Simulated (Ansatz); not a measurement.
Amorphous Hf10Si10O31N6

Preparation: random packing, a CHGNet melt and quench, and a DFT relaxation. O and N atoms were pushed apart under 1.9 Å during the dynamics, to hinder bonds among them. The hot cell started wider than the set density and was brought back towards it in steps. It is the lowest in DFT energy of 2 quenches. It is a model cell: composition and starting density were chosen by hand, and all elements were melted together. No dispersion term was used.

Methods: PBE, scalar-relativistic without spin-orbit coupling (Ansatz, a quantum-chemistry and plane-wave program); r2SCAN, scalar-relativistic without spin-orbit coupling (Ansatz); HSE06, scalar-relativistic without spin-orbit coupling (Ansatz). Geometry, pressure, stress and energy are those of the PBE run. Its sampling: a 2×2×2 Γ-centred mesh; Fermi-Dirac width 0.02 eV; no spin polarisation. Other functionals are single points at the zone centre (r2SCAN at 500 eV; exact exchange cut at the cell's faces), free to take moments where seeds were set. At PBE the levels at the filled edge of the gap are localised (band-tail or defect states), and the nearest spread-out levels lie 3.8 eV apart at the zone centre.

| Item | Value |
|---|---|
| Number of atoms in the cell | 57 |
| Density (volume relaxed, without dispersion) | 5.54 g/cm³ |
| Volume per atom | 13.91 Å^3 |
| Pressure on a 2×2×2 Γ-centred mesh | 0.01 GPa |
| Largest force and stress component on that mesh (the relaxation ran on the zone centre alone) | 0.10 eV/Å and 0.1 GPa |
| Level gap on a 2×2×2 Γ-centred mesh (PBE) | 3.15 eV |
| Level gap at the zone centre (PBE) | 3.20 eV |
| Level gap at the zone centre (r2SCAN) | 3.58 eV |
| Level gap at the zone centre (HSE06) | 4.47 eV |

Cut-offs for bonds: Hf-Hf 3.34 Å, Hf-Si 2.89 Å, Hf-O 2.56 Å, Hf-N 2.38 Å, Si-Si 2.60 Å, Si-O 1.92 Å, Si-N 2.02 Å, O-O 1.58 Å, O-N 1.64 Å, N-N 1.70 Å. Two cations that share two anions don't count as bonded, nor two that share one unless they lie closer than Hf-Hf 3.25 Å, Hf-Si 2.81 Å, Si-Si 2.38 Å.

The mean coordination of Hf by anions is 5.40 (6 with 5, 4 with 6) and the mean coordination of Si by anions is 4.00 (10 with 4). The mean coordination of O is 2.45 (17 with 2, 14 with 3), the mean coordination of N is 3.00 (6 with 3) and the mean Hf-O bond is 2.121 Å (spread 0.130 Å, 45 counted). The mean Si-O bond comes out as 1.651 Å (spread 0.030 Å, 31 counted).

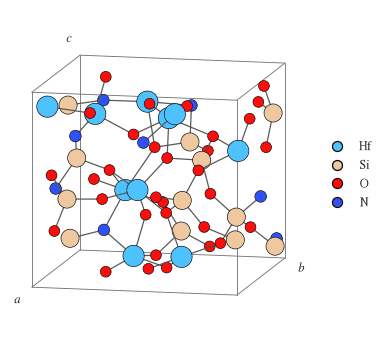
Figure: The relaxed cell

Its density started from a set value of 5.73 g/cm³. The quench (nominally 300 K/ps over its main leg) was far faster than any real one, so the model tends to hold more defects than a real film. Values belong to this one cell and scatter from quench to quench. Volume and shape were free in the relaxation.
